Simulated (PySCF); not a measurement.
The calculation's input:

```
{"job": {"kind": "nmr", "xc": "PBE0", "basis": "pcSseg-1"}, "charge": 0, "multiplicity": 1}
Si     1.005259    -0.881351    -1.340030
S      0.051572     0.914089    -2.051029
Si    -1.408242     1.244523    -0.508164
S     -0.574200     1.572448     1.447260
Si     0.369861    -0.324251     1.830483
S     -0.058209    -1.781429     0.302128
H      1.015589    -1.897297    -2.425722
H      2.394935    -0.554303    -0.912080
H     -2.032183     2.545808    -0.864917
H     -2.413026     0.151255    -0.479866
H      1.842173    -0.112808     1.922559
H     -0.155396    -0.902970     3.095882
```

Run with:

```sh
OMP_NUM_THREADS=1 python cluster_run.py task.json out
```

Geometry: PBE0-D3(BJ)/def2-SVP.

All numbers below come from PySCF 2.14.0, PBE0/pcSseg-1, SCF density, gas phase, non-relativistic.

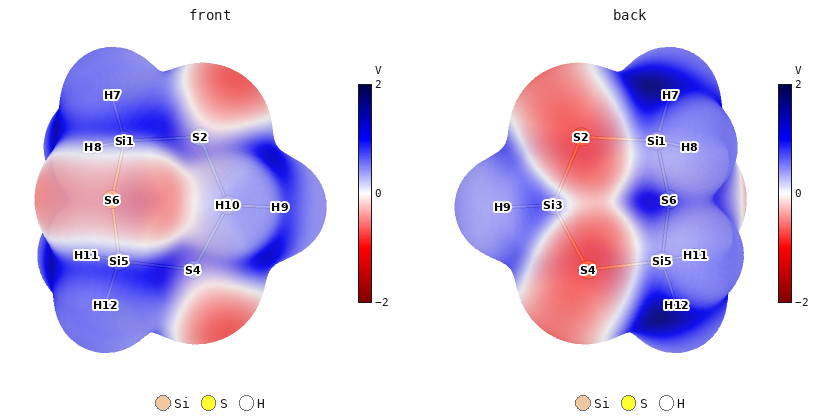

H$_{6}$S$_{3}$Si$_{3}$. The molecular electrostatic potential painted on the density surface at 0.002 e/bohr³, seen from the front and from behind; the colour scale runs from red (negative) to blue (positive).

Q: Which sites attract a positive test charge, and which a negative one?

A: A positive charge is drawn to the negative regions and a negative charge to the positive ones. The most negative region (about −0.7 V, or −16 kcal/mol for a unit charge) lies over S2 and S4, the most positive (about +1.6 V, or +37 kcal/mol for a unit charge) over Si1 and Si5.
